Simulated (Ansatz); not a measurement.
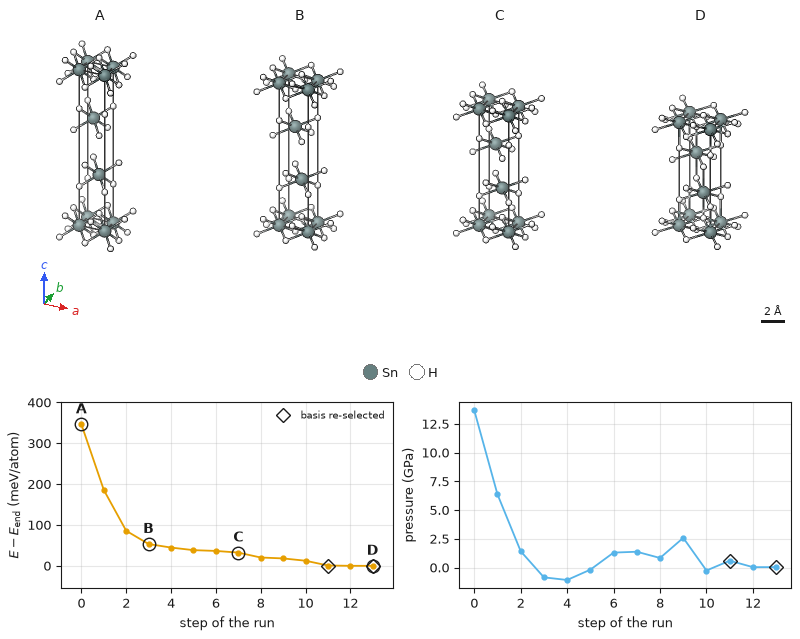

Frames of a relaxation of solid SnH2 (built on the cadmium chloride_166 type) (coarse preliminary run), marked on the history of the run. Style: ball-and-stick. Shown: the conventional cell (3 times the calculation's cell), slightly off an axis. Lengths and directions refer to the drawn axes.

Case: cadmium chloride type (R-3m, No. 166).

Computed with Ansatz 0.2.0, DFT PBE, scalar-relativistic, plane waves, PAW. (plane-wave cutoff 420 eV; k-point mesh 6 × 6 × 6; occupations gaussian; smearing width 0.1 eV; no spin polarisation; cell and atoms relaxed; force threshold 0.04 eV/Å; at most 70 steps)

> Describe the path.

After 11 accepted moves (13 points after the start) the energy has fallen by 346 meV per atom. The largest force component goes from 0.23 to 0.0031 eV/Å. The pressure goes from 13.69 to 0.04 GPa. The SCF was repeated twice at an unchanged geometry on a basis and grid sized afresh for the cell, which shifted the energy by 11.7 meV per atom at most. The largest moves relative to the cell, 0.004 Å, are those of H atoms. Sn stays in place. Cell: a = b 3.105 → 3.786 Å (+21.9 %), c 14.069 → 9.297 Å (−33.9 %). Volume −1.8 %. Some distances before and after: H–Sn 3.517 → 2.320 Å, H–Sn 2.142 → 2.320 Å. The space group stays R-3m (No. 166). From step 0 to 3: H atoms move most (0.17 Å), volume +17.1 %, energy −293 meV per atom. From step 3 to 7: H atoms move most (0.10 Å), volume −14.6 %, energy −20.9 meV per atom. From step 7 to 13: H atoms move most (0.03 Å), volume −1.8 %, energy −32.5 meV per atom.

```
step  E − E(0), meV/atom  largest force component, eV/Å  pressure, GPa  volume, Å³/atom                      note
   0                0.00                         0.2322          13.69           13.055                          
   1             -160.63                         0.4146           6.38           14.204                          
   2             -260.55                         0.2734           1.42           15.124                          
   3             -292.92                         0.0759          -0.85           15.294                          
   4             -301.54                         0.0023          -1.08           14.712                          
   5             -307.86                         0.0380          -0.18           13.909                          
   6             -309.77                         0.0394           1.31           13.155                          
   7             -313.84                         0.0021           1.38           13.056                          
   8             -325.91                         0.0218           0.84           12.666                          
   9             -328.11                         0.1020           2.59           12.163                          
  10             -333.77                         0.0082          -0.25           12.697                          
  11             -345.46                         0.0038           0.60           12.697  same geometry, new basis
  12             -346.21                         0.0030           0.04           12.822                          
  13             -346.29                         0.0031           0.04           12.822  same geometry, new basis
```
